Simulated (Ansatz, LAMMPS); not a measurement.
**A frame of liquid 52SiO2-48Li2O (mol %) from 3000 K, run at 900 K (69 atoms): a short ab initio trajectory**

Wanted: a short trajectory of a frame of liquid 52SiO2-48Li2O (mol %) from 3000 K, run at 900 K (69 atoms) with its pair distributions.

Calculated with Ansatz 0.2.0; Kohn-Sham DFT, PBE, PAW (set soft_2), plane waves.

### Step 1. Starting point

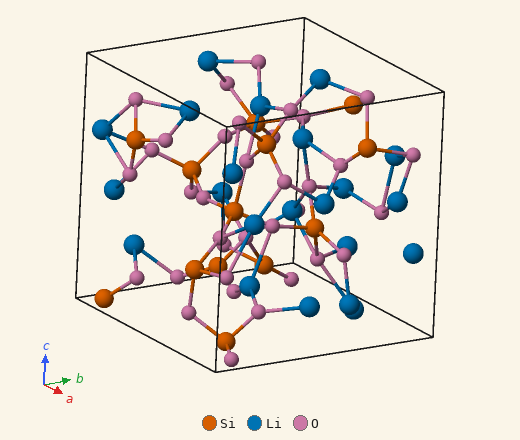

The cell as given, slightly off an axis (silicon orange, lithium blue, oxygen pink). Bonds to atoms that aren't drawn are left out. Some periodic images of atoms are drawn too.

The cell holds 69 atoms: 12 Si, 22 Li and 35 O. Its edges and angles: a = 9.078 Å, b = 9.078 Å, c = 9.078 Å, α = 90.0°, β = 90.0°, γ = 90.0°. 69 atoms (12 Si, 22 Li, 35 O) placed at random at 2.33 g/cm³, melted at 4000 K for 10 ps at fixed volume with the Morse and Coulomb pair potential with partial charges (Pedone, Malavasi, Menziani, Cormack and Segre, J. Phys. Chem. B 110, 11780 (2006)). Snapshot at the end of a hold of 10 ps at 3000 K and fixed volume.

What the set-up can't give: The network of bonds at the start is that of the classical potential that made the cell, and needn't be the one that DFT or experiment would give. The cell was made at 3000 K but the dynamics is set to 900 K: the trajectory isn't one at 3000 K. Only the Γ point is sampled, in a cell whose shortest periodic width is 9 Å.

### Step 2. Dynamics started at 900 K

A Langevin thermostat couples each atom to a heat bath, at the price of damped dynamics. The time step is 1.0 fs.

input.yaml

```yaml
crystal:
  lattice:
    - [9.0778, 0.0, 0.0]
    - [0.0, 9.0778, 0.0]
    - [0.0, 0.0, 9.0778]
  atoms:
    - { symbol: Si, position: [0.87934, 0.73594, 0.77223] }
    - { symbol: Si, position: [0.72917, 0.06179, 0.32846] }
    - { symbol: Si, position: [0.21383, 0.7234, 0.09634] }
    - { symbol: Si, position: [0.14914, 0.03284, 0.03838] }
    [... 59 atom lines left out ...]
    - { symbol: O, position: [0.50128, 0.72559, 0.50336] }
    - { symbol: O, position: [0.16286, 0.90127, 0.27938] }
    - { symbol: O, position: [0.60416, 0.49544, 0.40562] }
    - { symbol: O, position: [0.76107, 0.69436, 0.67202] }
    - { symbol: O, position: [0.22738, 0.50608, 0.65566] }
    - { symbol: O, position: [0.1889, 0.86917, 0.00909] }
kpoints:
  mp_grid: { grid: [1, 1, 1] }
hamiltonian:
  xc: pbe
scf:
  occupations: { method: fermi_dirac, width: 0.078 }
output:
  forces: true
md:
  timestep: 1.0
  n_steps: 200
  ensemble: nvt_langevin
  temperature: 900
  initial_velocities: maxwell_boltzmann
  seed: 3133
```

The run is started by

```console
$ ansatz run input.yaml --threads 4 --pin off --max-ram 8192MiB --backend cpu --events-out ev --progress --plain --runs-dir out
```

The job ended after 8.1 min (4 threads of Arm Neoverse V2, shared host; peak memory 0.87 GiB).

The program notes that it switched symmetry off.

Rows from the run:

```
time (fs)  T (K)  potential (meV/atom)
      0.0    887                   0.0
     13.0   1756                -145.2
     27.0   1647                -165.7
     40.0   1518                -165.3
     53.0   1600                -208.5
     67.0   1586                -214.1
     80.0   1646                -245.9
     93.0   1178                -203.6
    107.0   1239                -237.5
    120.0   1211                -249.9
    133.0   1227                -265.4
    147.0   1128                -270.6
    160.0    968                -266.9
    173.0   1132                -290.6
    187.0   1206                -295.7
    200.0   1198                -302.2
```

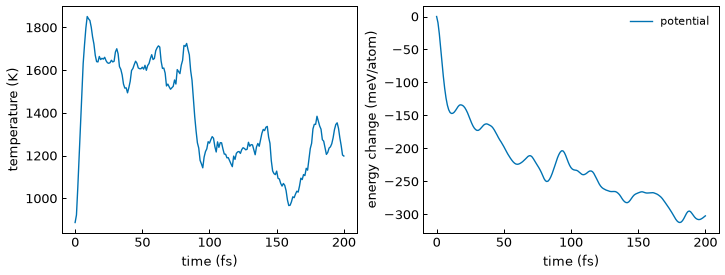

Temperature and energies against time.

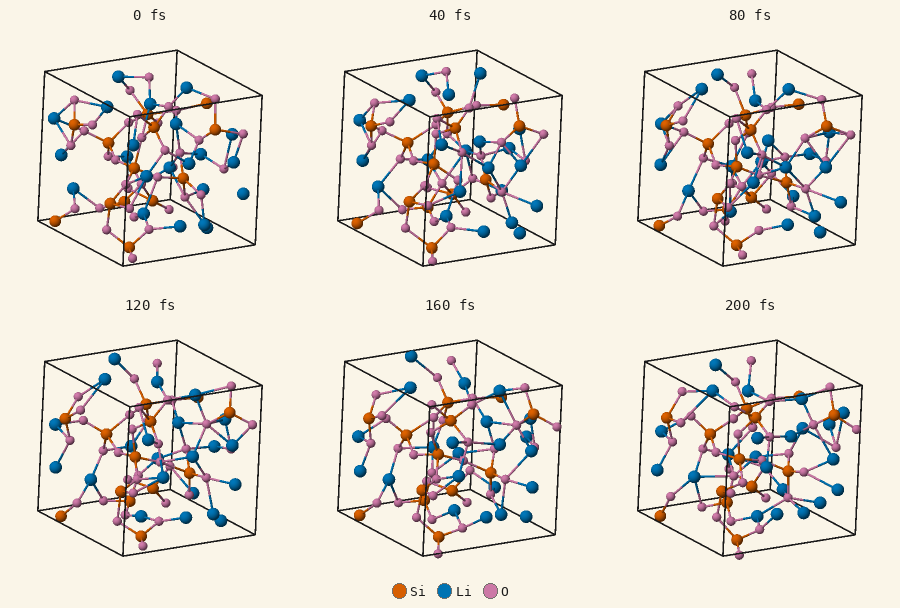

6 frames of the run. Bonds to atoms that aren't drawn are left out.

Mean square displacement from the first frame to the last: Si 0.25 Å², Li 1.5 Å², O 0.54 Å².

Mean square displacement against time lag:

```
time lag (fs)  Li (Å²)  O (Å²)  Si (Å²)
          1.0   4.8e-4  2.1e-4   1.3e-4
         13.0   0.0731  0.0299   0.0183
         21.0    0.166  0.0617   0.0356
         34.0    0.322   0.107   0.0539
         46.0    0.441   0.143   0.0687
         54.0    0.512   0.164   0.0803
         67.0    0.628   0.189   0.0963
         79.0    0.732   0.212    0.111
         87.0    0.795   0.230    0.121
        100.0    0.885   0.258    0.137
```

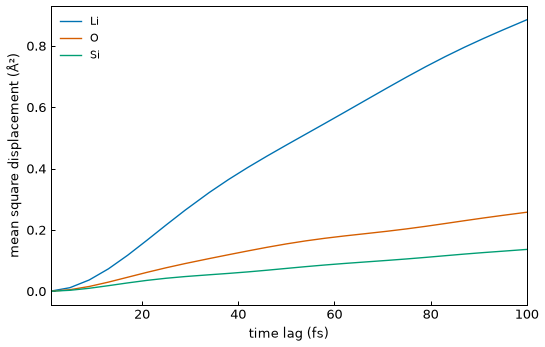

Mean square displacement against time lag.

Over the second half of 200 fs the temperature averages 1204 K with swings of 100 K r.m.s. From first frame to last Li has the largest mean square displacement, 1.5 Å² at the end; the farthest move is 2.14 Å. The mean temperature of 1204 K lies well off the 900 K of the input, so the thermostat hasn't yet brought the run to equilibrium. The run spans 0.20 ps, too short for its means to be equilibrium values.

### Step 3. Distances and neighbours late in the run

The g(r) is a mean over the second half; what follows it is taken at the last frame.

Density 2.33 g/cm³, 10.84 Å³ an atom.

Mean of 14 frames. g(r), total and by pair (bins of 0.2 Å):

```
r (Å)  total   O-O  O-Li  O-Si  Li-Li  Li-Si  Si-Si
 1.40   0.02  0.00  0.00  0.09   0.00   0.00   0.00
 1.60   1.59  0.00  0.38  8.29   0.00   0.00   0.00
 1.80   1.44  0.00  2.50  3.58   0.00   0.00   0.00
 2.00   0.78  0.00  2.27  0.17   0.13   0.02   0.00
 2.20   0.58  0.01  1.50  0.04   0.66   0.18   0.00
 2.40   0.73  0.59  0.87  0.06   1.86   0.87   0.00
 2.60   1.20  2.41  0.82  0.09   1.42   1.37   0.26
 2.80   1.29  2.59  0.65  0.20   1.33   2.00   0.77
 3.00   1.09  1.56  0.75  0.43   1.15   1.71   2.08
 3.20   0.97  0.82  0.69  0.72   1.12   2.11   1.90
 3.40   0.94  0.74  0.85  1.02   0.92   1.64   0.62
 3.60   0.95  0.89  0.96  1.06   0.97   1.01   0.57
 3.80   0.97  0.76  1.19  1.15   0.96   0.69   0.65
 4.00   0.98  0.54  1.33  1.22   0.84   0.76   0.58
 4.20   1.06  0.68  1.20  1.65   0.77   0.85   0.88
 4.40   0.98  0.92  1.17  1.11   0.79   0.65   0.68
```

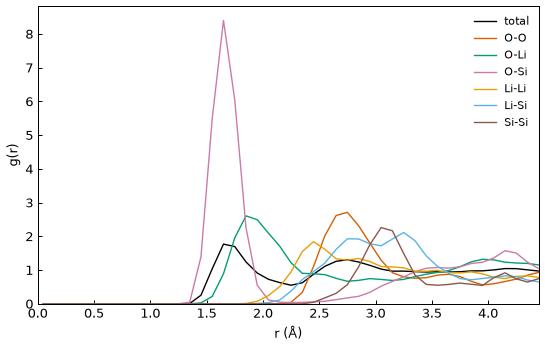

Pair distribution functions, lightly smoothed.

Bonds by pair of elements; cutoffs follow the first minimum of g(r), held within bounds set by covalent radii, and pairs that aren't listed don't count as bonded:

```
pair A-B  cutoff (Å)  bonds  mean length (Å)  spread (Å)  shortest (Å)  B about A  A about B
    O-Li        2.38     75             2.02       0.191          1.64       2.14       3.41
    O-Si        2.16     48             1.68       0.077          1.54       1.37          4
```

The cutoff for O-Li falls short of the minimum of g(r), so counts run low and odd coordinations can be artefacts.

How many atoms have how many bonded neighbours:

```
element  mean  2   3   4  5  6
     Li  3.41  2  10   9  1  0
      O  3.51  5  13  12  4  1
     Si     4  0   0  12  0  0
```

Bond angles, per cent of each kind in bins of 5°:

```
angle (°)  O-Li-O  Li-O-Si  Li-O-Li  O-Si-O  Si-O-Si
    50–55     0.0      0.0      1.4     0.0      0.0
    55–60     0.0      0.0      0.0     0.0      0.0
    60–65     0.0      0.0      1.4     0.0      0.0
    65–70     1.0      0.0      8.2     0.0      0.0
    70–75     5.2      2.4      4.1     0.0      0.0
    75–80     8.3      1.2     11.0     0.0      0.0
    80–85     6.2      9.4      8.2     0.0      0.0
    85–90    10.4      7.1     12.3     0.0      0.0
    90–95     5.2      7.1      6.9     6.9      0.0
   95–100    10.4      9.4      8.2     8.3      0.0
  100–105     5.2      5.9      6.9    15.3      0.0
  105–110     6.2     11.8      1.4    22.2      0.0
  110–115     2.1      2.4      5.5    22.2      7.7
  115–120     5.2     11.8      2.7    12.5     15.4
  120–125     6.2      4.7      4.1     5.6     15.4
  125–130     5.2      5.9      2.7     5.6     15.4
  130–135     5.2      2.4      2.7     1.4      0.0
  135–140     2.1      1.2      1.4     0.0     30.8
  140–145     3.1      4.7      4.1     0.0      0.0
  145–150     4.2      2.4      0.0     0.0      0.0
  150–155     5.2      3.5      4.1     0.0      7.7
  155–160     1.0      1.2      1.4     0.0      7.7
  160–165     2.1      2.4      0.0     0.0      0.0
  165–170     0.0      0.0      0.0     0.0      0.0
  170–175     0.0      3.5      1.4     0.0      0.0
```

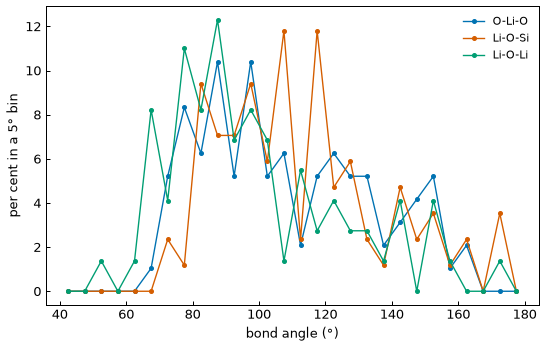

Distributions of the most common bond angles.

Bond angles (no mean is given where the spread exceeds 20°):

```
  angle  count  mean (°)  spread (°)
 O-Li-O     96         -           -
Li-O-Si     85         -           -
Li-O-Li     73         -           -
 O-Si-O     72       109         9.2
Si-O-Si     13       131        13.5
```

Oxygen atoms by the number of network formers (Si, P, Ge, B, Al, As, Ga) bound to them:

```
network formers bound to O  O atoms  per cent
                         0        0         0
                         1       22      62.9
                         2       13      37.1
```

Network units: each former by its oxygen neighbours and how many of them bridge to another former:

```
former  O neighbours  bridging O  atoms
    Si             4           1      3
    Si             4           2      5
    Si             4           3      3
    Si             4           4      1
```

Bond length by coordination (bonds to H left out):

```
element  coordination  atoms  mean bond length (Å)
     Li             2      2                  2.04
     Li             3     10                  2.00
     Li             4      9                  2.03
     Li             5      1                  2.03
      O             2      5                  1.68
      O             3     13                  1.88
      O             4     12                  1.91
      O             5      4                  1.93
      O             6      1                  1.99
```

First main peaks of g(r), for some of the pairs, lie near 1.9 Å (O-Li), 1.7 Å (O-Si) and 3.1 Å (Si-Si). 37 % of the oxygens bridge two formers (Si) and 63 % are non-bridging. The commonest Si unit has 4 oxygens, 2 of them shared with other formers (5 of 12 atoms).

### Step 4. Single point at the last frame

The last frame is solved once more, with the analyses that the dynamics left out.

input.yaml

```yaml
crystal:
  lattice:
    - [9.0778, 0.0, 0.0]
    - [0.0, 9.0778, 0.0]
    - [0.0, 0.0, 9.0778]
  atoms:
    - { symbol: Si, position: [0.928, 0.84647, 0.80196] }
    - { symbol: Si, position: [0.76745, 0.12448, 0.34577] }
    - { symbol: Si, position: [0.1583, 0.75354, 0.10364] }
    - { symbol: Si, position: [0.16003, 0.06696, 0.00458] }
    [... 59 atom lines left out ...]
    - { symbol: O, position: [0.49664, 0.79984, 0.42024] }
    - { symbol: O, position: [0.24632, 0.78425, 0.25523] }
    - { symbol: O, position: [0.57471, 0.54575, 0.43527] }
    - { symbol: O, position: [0.78081, 0.78949, 0.70046] }
    - { symbol: O, position: [0.24793, 0.53146, 0.61634] }
    - { symbol: O, position: [0.10367, 0.90038, 0.98957] }
kpoints:
  mp_grid: { grid: [1, 1, 1] }
hamiltonian:
  xc: pbe
scf:
  occupations: { method: fixed }
output:
  forces: true
  stress: true
  populations: intrinsic
  dos:
    method: { smearing: { sigma: 0.1 } }
    de: 0.1
    projected: { site_lists: { Li: [Li], O: [O], Si: [Si] } }
  eigenvalues: true
  write_density: true
  write_potential: true
  volumetric_format: npy
  elf: true
```

Elapsed: 5.5 s, on 4 threads; peak memory 0.85 GiB; 20 s of CPU time.

Read from the output:

* free energy: -32058.5370 eV
* free energy per atom: -464.6165 eV/atom
* SCF cycles: 9
* pressure: 0.1721 GPa
* r.m.s. force component: 1.12 eV/Å
* longest force: 4.49 eV/Å
* Fermi energy: 3.901 eV
* gap (highest filled to lowest empty level): 3.033 eV

Length of the force by element:

```
element  coordination  atoms  mean length of the force (eV/Å)  spread  least  most
     Li           all     22                             1.03   0.543  0.460  2.48
      O           all     35                             1.88   0.856  0.517  4.02
     Si           all     12                             2.47   0.804   1.22  4.49
```

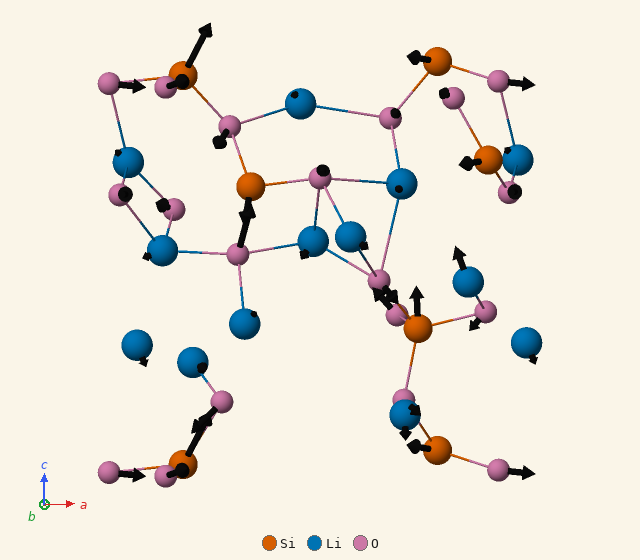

Forces as arrows; the longest in the cell is 4.49 eV/Å. Drawn is a slice 4 Å thick, seen along the normal of the ac plane. Bonds to atoms that aren't drawn are left out.

Intrinsic-atomic-orbital charges by element:

```
element  coordination  atoms  mean charge (e)  spread  least    most
     Li           all     22            0.784  0.0144  0.761   0.821
      O           all     35            -1.02   0.106  -1.20  -0.826
     Si           all     12             1.54  0.0668   1.42    1.65
```

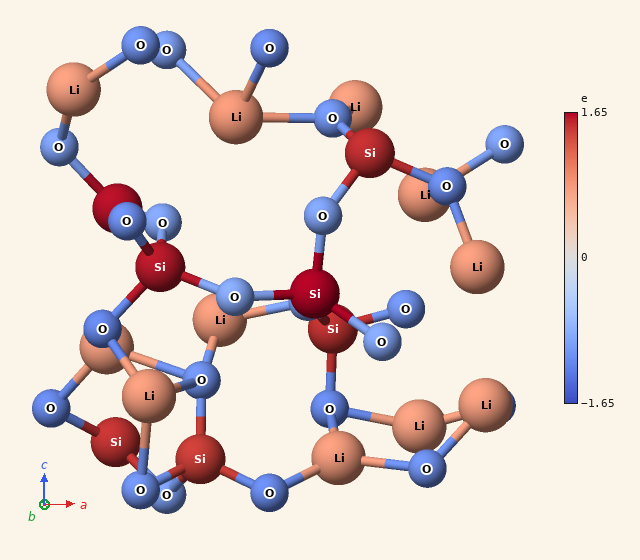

Atoms coloured by intrinsic-atomic-orbital charge. Drawn is a slice 5 Å thick, seen along the normal of the ac plane.

Density of states as counts of states in windows of 1 eV (from the Fermi level), total and the larger projections:

```
from (eV)  to (eV)  total   O p  Si p
      -10       -9    4.0   2.6   0.3
       -9       -8    5.7   3.8   0.5
       -8       -7    5.4   3.7   0.6
       -7       -6   12.6   9.1   1.8
       -6       -5   17.9  13.4   2.2
       -5       -4   27.3  22.2   2.5
       -4       -3   35.9  31.1   2.0
       -3       -2   40.8  37.6   0.9
       -2       -1   35.5  33.6   0.6
       -1        0   23.6  22.6   0.3
        0        1    1.2   1.1   0.0
        1        2    0.0   0.0   0.0
        2        3    0.6   0.0   0.0
        3        4    1.4   0.1   0.1
        4        5    5.8   1.0   1.0
```

With fixed occupations the program's Fermi level is the highest filled level; weight inside the gap is the broadening of levels at its edges.

Between -26 and -10 eV lie 70 more states.

About 45 of the 324 electrons lie in deeper levels, below the stored range.

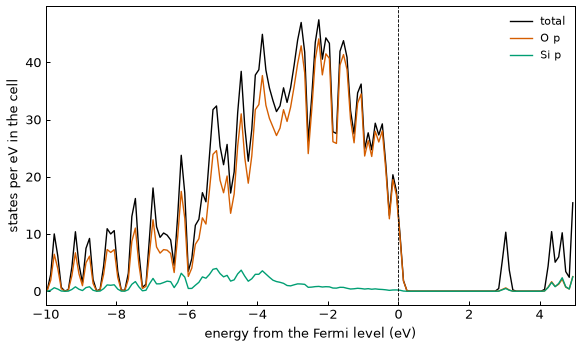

Total and projected density of states, with the broadening of the input.

The levels nearest the highest filled one (over half full), pooled over k-points and spins:

```
level less the highest filled one (eV)  occupation
                                -0.469           2
                                -0.417           2
                                -0.385           2
                                -0.189           2
                                -0.122           2
                                     0           2
                                  3.03           0
                                  4.34           0
                                  4.63           0
                                  4.99           0
                                  5.02           0
                                  5.11           0
```

Mean intrinsic-atomic-orbital charges: Li +0.78, O -1.02, Si +1.54 e.

### Step 5. Outcome

| Quantity | Value |
| --- | --- |
| mean temperature, second half | 1204 K |
| temperature swing, second half | 99.99 K |
| free energy per atom | -464.6165 eV/atom |
| pressure | 0.1721 GPa |
| r.m.s. force component | 1.12 eV/Å |
| gap (highest filled to lowest empty level) | 3.033 eV |
| wall time of the 3 DFT runs, those left out included | 8.3 min |

What this shows: Over the second half of 200 fs the temperature averages 1204 K with swings of 100 K r.m.s. The mean temperature of 1204 K lies well off the 900 K of the input, so the thermostat hasn't yet brought the run to equilibrium. The run spans 0.20 ps, too short for its means to be equilibrium values. 37 % of the oxygens bridge two formers (Si) and 63 % are non-bridging. Between filled and empty levels lie 3.03 eV (at Γ alone); a semilocal functional tends to put such gaps too low. In a disordered cell it changes from sample to sample and from frame to frame.

Caveats: The pressure of a single frame lacks the kinetic term, about 1.5 GPa here.

[Logs are printed without paths, hosts, clocks, repeated set-up lines and the standing remarks that a program may print on its own settings, such as how far it seeks lower states.]

[Hosts, paths, dates, database ids (printed as entryN), source tags and the programs' standing remarks are cut or masked in the printed files.]
